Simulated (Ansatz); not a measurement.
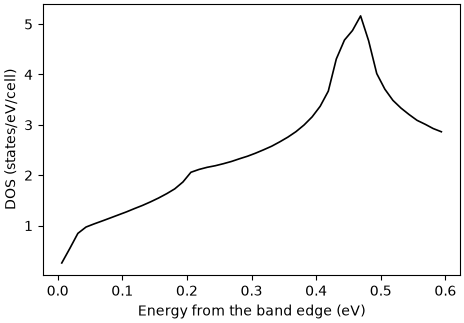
Fig. 1. Density of states of CaO2 (I4/mmm) below the valence band maximum, PBEsol, rigid bands (Ansatz, a first-principles code); cell volume 35.6 Å³.

Question: What effective density of states at 300 K does this give (∫ g(E) exp(−E/k_BT) dE, both spins, divided by the cell's size)?

Answer: 4.3e20 cm⁻³, a density-of-states mass of 6.6 mₑ, valleys and band degeneracy included.

Spin-orbit coupling is left out; where it splits the top of the valence band, N_v and the p-type Seebeck coefficient come out somewhat high without it. Geometry: cell and atoms relaxed with PBEsol.

Computed structure, not matched to a measured one here, so possibly hypothetical: CaO2 (I4/mmm).
